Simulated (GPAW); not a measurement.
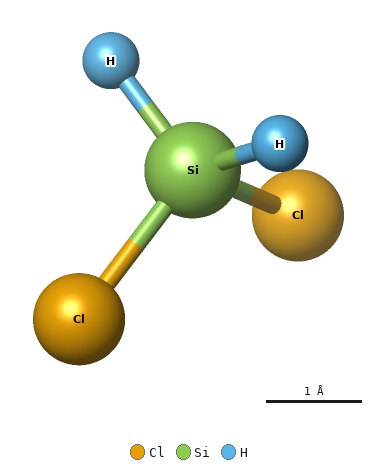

Fig. 1: The structure (ball-and-stick view, seen at a tilt). Bond lengths as drawn: Cl–Si 2.04 Å and H–Si 1.48 Å.

**Run report: SiH$_{2}$Cl$_{2}$, property calculation**

SiH$_{2}$Cl$_{2}$, computed with PBE/real-space grid, scalar-relativistic datasets (GPAW 26.7.0).

The geometry comes from this level: PBE0-D4/def2-TZVP.

Log
```
__  _  _
 | _ |_)|_||  |
 |__||  | ||/\| - 26.7.0

units:  Angstrom and eV
cores:  1
OpenMP: False

Versions:
  Python: 3.12.14
  ASE:    3.29.0
  Numpy:  2.5.5
  Scipy:  1.18.1
  Libxc:  7.0.0

        _gpaw.cpython-312-x86_64-linux-gnu.so

Input parameters:
  mode=FD(),
  h=0.18,
  maxiter=150,
  xc=XC(name='PBE')

Diagonalizing LCAO Hamiltonian
Converting LCAO to fd mode
        .---------------------------.
       /|                           |
      / |                           |
     /  |                           |
    /   |                           |
   /    |                           |
  /     |                           |
 *      |                           |
 |      |                           |
 |      |      Cl                   |
 |      |             H             |
 |      |         Si                |
 |      |        Cl                 |
 |      |         H                 |
 |      |                           |
 |      .---------------------------.
 |     /                           /
 |    /                           /
 |   /                           /
 |  /                           /
 | /                           /
 |/                           /
 *---------------------------*

Atoms  # Å, Bohr magnetons
|   | symbol |        x |        y |        z |    initial magnetic moments |
|---|--------|----------|----------|----------|-----------------------------|
| 0 |     Cl | 4.500000 | 5.468800 | 7.433300 | ( 0.0000,  0.0000,  0.0000) |
| 1 |     Si | 5.672900 | 5.790500 | 5.795100 | ( 0.0000,  0.0000,  0.0000) |
| 2 |     Cl | 4.736900 | 7.059000 | 4.500000 | ( 0.0000,  0.0000,  0.0000) |
| 3 |      H | 5.888100 | 4.500000 | 5.112800 | ( 0.0000,  0.0000,  0.0000) |
| 4 |      H | 6.932600 | 6.418800 | 6.237400 | ( 0.0000,  0.0000,  0.0000) |

Unit cell  # Å
| periodic |         x |         y |         z |   lengths |    angles |
|----------|-----------|-----------|-----------|-----------|-----------|
|       no | 11.432600 |  0.000000 |  0.000000 | 11.432600 | 90.000000 |
|       no |  0.000000 | 11.559000 |  0.000000 | 11.559000 | 90.000000 |
|       no |  0.000000 |  0.000000 | 11.933300 | 11.933300 | 90.000000 |

Number of symmetries: 1
Symmetry operations  # r_c * U_cc + t_c -> r_c
|   | kind |            matrix            |
|---|------|------------------------------|
| 0 |  E   |  1, 0, 0,  0, 1, 0,  0, 0, 1 |

BZ-sampling:
  Number of BZ points: 1
  Number of IBZ points: 1

  Monkhorst-Pack size: [1, 1, 1]
  Monkhorst-Pack shift: [0, 0, 0]

K-points  # in reciprocal-cell coordinates
|   |                                coordinates |     weight |
|---|--------------------------------------------|------------|
| 0 | (  0.00000000,   0.00000000,   0.00000000) | 1.00000000 |

Uniform wave function grid shape: (np.int64(63), np.int64(63), np.int64(67))
Spin-components: 1 (collinear spins)
Bands:           14
Projectors:      21
Spin-degeneracy: 2
Datatype:        float64

  Storage: CPU
  Wave functions: 29_783_376 bytes (29_783_376 per core)

Parallelization:
  kpt:    1
  domain: 1
  band:   1

Density:
  Valence electrons: 20.0
  Components: 1
  Grid points: [64 64 68]
  Charge: 0.0  # |e|

Potential:
  Grid points: [64 64 68]

species:
  Cl:
    name:    Chlorine
    Z:       17.0
    valence: 7
    core:    10
    charge:  0.0  # [|e|]
    file:    Cl.PBE.gz
    compensation charges:
      type: gauss
      rc: 0.25  # [Å]
      lmax: 2
    cutoffs:
      filter: 1.40  # [Å]
      core: 1.49  # [Å]
    projectors
    | kind |    occ | energy [eV] | rcut [Å] |
    |------|--------|-------------|----------|
    |   3s |  2.000 |     -20.689 |    0.794 |
    |   3p |  5.000 |      -8.594 |    0.794 |
    |    s |        |       6.523 |    0.794 |
    |    p |        |      18.617 |    0.794 |
    |    d |        |       0.000 |    0.794 |

    Using partial waves for Cl as LCAO basis

  Si:
    name:    Silicon
    Z:       14.0
    valence: 4
    core:    10
    charge:  0.0  # [|e|]
    file:    Si.PBE.gz
    compensation charges:
      type: gauss
      rc: 0.33  # [Å]
      lmax: 2
    cutoffs:
      filter: 1.86  # [Å]
      core: 2.06  # [Å]
    projectors
    | kind |    occ | energy [eV] | rcut [Å] |
    |------|--------|-------------|----------|
    |   3s |  2.000 |     -10.812 |    1.058 |
    |   3p |  2.000 |      -4.081 |    1.058 |
    |    s |        |      16.399 |    1.058 |
    |    p |        |      23.130 |    1.058 |
    |    d |        |       0.000 |    1.058 |

    Using partial waves for Si as LCAO basis

  H:
    name:    Hydrogen
    Z:       1.0
    valence: 1
    core:    0
    charge:  0.0  # [|e|]
    file:    H.PBE.gz
    compensation charges:
      type: gauss
      rc: 0.15  # [Å]
      lmax: 2
    cutoffs:
      filter: 0.85  # [Å]
      core: 0.53  # [Å]
    projectors
    | kind |    occ | energy [eV] | rcut [Å] |
    |------|--------|-------------|----------|
    |   1s |  1.000 |      -6.494 |    0.476 |
    |    s |        |      20.717 |    0.476 |
    |    p |        |       0.000 |    0.476 |

    Using partial waves for H as LCAO basis

Reference energy: -33021.223366  # eV

eigensolver:
  PPCG
  Converge bands: occupied
  niter=2

density mixing:
  MSR1-Mixer
  Pratt-step length: 0.05
  Maximum mixing coefficient: 0.75
  Old densities: 10
  SVD Regularization: 0.005
  Good broyden scale: 1.0
  Trust region scale: 1.0
  Backstep threshold: 4.0
  History deletion threshold: 6.0
  Fourier metric: weight=20.0, sigma=0.015

occupation numbers:
  # Zero width

FastPoissonSolver using
    Stencil: 6*3+1=19 point O(h^6) finite-difference Laplacian
    FFT axes: []
    FST axes: [np.int64(0), np.int64(1), np.int64(2)]

xc functional:
  name: PBE with 2 nearest neighbor stencil
interpolation: tri-quintic # 5. degree polynomial

Initialization done in: 6.161 s

convergence criteria:
- Maximum [total energy] change in last 3 cyles: 0.0005 eV / valence electron
- Maximum integral of absolute [dens]ity change: 0.0001 electrons / valence electron
- Maximum integral of absolute [eigenst]ate change: 4e-08 eV^2 / valence electron
maximum number of iterations: 150

SCF iterations
|iter     |     time |      energy | eigst |  dens |
|---------|----------|-------------|-------|-------|
|iter:   1| 00:00:08 |  -19.450432 | +0.89 |       |
|iter:   2| 00:00:11 |  -19.447028 | -0.17 | -0.90 |
|iter:   3| 00:00:15 |  -19.034520 | +0.30 | -0.93 |
|iter:   4| 00:00:18 |  -18.793823 | +0.07 | -1.26 |
|iter:   5| 00:00:22 |  -18.792586 | -0.90 | -1.72 |
|iter:   6| 00:00:25 |  -18.796053c| -1.51 | -2.10 |
|iter:   7| 00:00:29 |  -18.796370c| -2.37 | -2.53 |
|iter:   8| 00:00:32 |  -18.796384c| -3.36 | -3.00 |
|iter:   9| 00:00:36 |  -18.796399c| -3.63 | -3.59 |
|iter:  10| 00:00:39 |  -18.796392c| -4.52 | -3.57 |
|iter:  11| 00:00:43 |  -18.796392c| -4.76 | -4.09c|
|iter:  12| 00:00:46 |  -18.796392c| -5.85 | -4.31c|
|iter:  13| 00:00:50 |  -18.796392c| -6.16 | -4.79c|
|iter:  14| 00:00:53 |  -18.796392c| -7.24 | -5.18c|
|iter:  15| 00:00:55 |  -18.796392c| -7.89c| -5.51c|

Converged in 15 steps
SCF loop duration: 49.310 s (3.287 s/step)
Energy contributions relative to reference atoms: (reference = -33021.223366)

Energy contributions:
  Kinetic:          22.166557
  Coulomb:         -23.491566
  Zero:              0.276535
  External:          0.000000
  Xc:              -17.747918
  Entropy:           0.000000
  Spinorbit:         0.000000
  ----------------------------
  Free energy:     -18.796392
  Extrapolated:    -18.796392

dipole moment: (0.206773, -0.092724, -0.033582)  # |e|*Ang

Fermi level: -4.472
Eigenvalues  # (at kpt = [0.000, 0.000, 0.000])
| band index |      eig [eV] | occ [0-2] |
|------------|---------------|-----------|
|          0 |       -21.435 |     2.000 |
|        ... |               |           |
|          2 |       -13.737 |     2.000 |
|          3 |       -10.376 |     2.000 |
|          4 |       -10.175 |     2.000 |
|          5 |       -10.072 |     2.000 |
|          6 |        -8.467 |     2.000 |
|          7 |        -8.337 |     2.000 |
|          8 |        -8.085 |     2.000 |
|          9 |        -7.769 |     2.000 |
|         10 |        -1.175 |     0.000 |
|         11 |        -1.001 |     0.000 |
|         12 |        -0.538 |     0.000 |
|         13 |         0.204 |     0.000 |

Gap: 6.594 eV
Transition (v -> c):
  (s=0, k=0, n=9, [0.00, 0.00, 0.00]) -> (s=0, k=0, n=10, [0.00, 0.00, 0.00])
No difference between direct/indirect transitions
vacuum-level: 0.000  # V
Energy                  -18.79639 eV

Forces  # eV/Ang
|        x |        y |        z |
|----------|----------|----------|
| -0.23113 | -0.06738 |  0.29547 |  # Cl   0
|  0.18560 | -0.08518 | -0.02999 |  # Si   1
| -0.16287 |  0.26235 | -0.25246 |  # Cl   2
|  0.02769 | -0.17310 | -0.08685 |  # H    3
|  0.16149 |  0.08358 |  0.05790 |  # H    4

Force computation time: 0.178  # s
Forces (eV/Ang)
Cl   -0.2311   -0.0674    0.2955
Si    0.1856   -0.0852   -0.0300
Cl   -0.1629    0.2623   -0.2525
H     0.0277   -0.1731   -0.0869
H     0.1615    0.0836    0.0579
Dipole = 1.100 D
HOMO = -7.769 eV
LUMO                    -1.175 eV
Gap: 6.594 eV
```

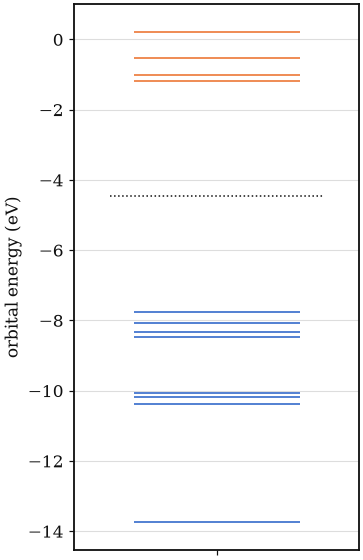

Fig. 2: Orbital energies near the frontier; the dotted line parts filled from empty levels, and levels within 0.02 eV of each other stand side by side. Highest filled −7.77 eV, lowest empty −1.17 eV, 6.60 eV apart.

This output came from the following input.

The input (cl2h2si.py)
```python
import numpy as np
from ase import Atoms
from ase.units import Bohr, Debye
from gpaw import GPAW

positions_bohr = np.array(
              [[ -1.957945,  -0.743418,   3.041136],
               [  0.258515,  -0.135493,  -0.054613],
               [ -1.510269,   2.261624,  -2.501997],
               [  0.665184,  -2.574185,  -1.343973],
               [  2.639003,   1.051822,   0.781213]])
system = Atoms(['Cl', 'Si', 'Cl', 'H', 'H'], positions=positions_bohr * Bohr)
system.center(vacuum=4.5)

calc = GPAW(mode='fd', xc='PBE', maxiter=150, h=0.18, txt='-')
system.calc = calc

energy = system.get_potential_energy()
print(f'Energy                  {energy:.5f} eV')
forces = system.get_forces()
print('Forces (eV/Ang)')
for symbol, f in zip(system.symbols, forces):
    print(f'{symbol:2} {f[0]:9.4f} {f[1]:9.4f} {f[2]:9.4f}')
dipole = system.get_dipole_moment() / Debye
print(f'Dipole = {np.linalg.norm(dipole):.3f} D')
homo, lumo = calc.get_homo_lumo()
print(f'HOMO = {homo:.3f} eV')
print(f'LUMO                    {lumo:.3f} eV')
print(f'Gap: {lumo - homo:.3f} eV')
```

Launched with:
```bash
python cl2h2si.py
```

Results in brief

- outcome: converged
- energy relative to the program's reference atoms: −18.7964 eV
- largest force: 0.399 eV/Å
- HOMO: −7.77 eV
- LUMO: −1.17 eV
- dipole moment: 1.10 D
- hardware: 1 thread of Intel Xeon @ 2.50GHz (Skylake/Cascade Lake), 12 GiB of memory available, shared host
- wall time: 58 s
- peak memory: 0.68 GiB
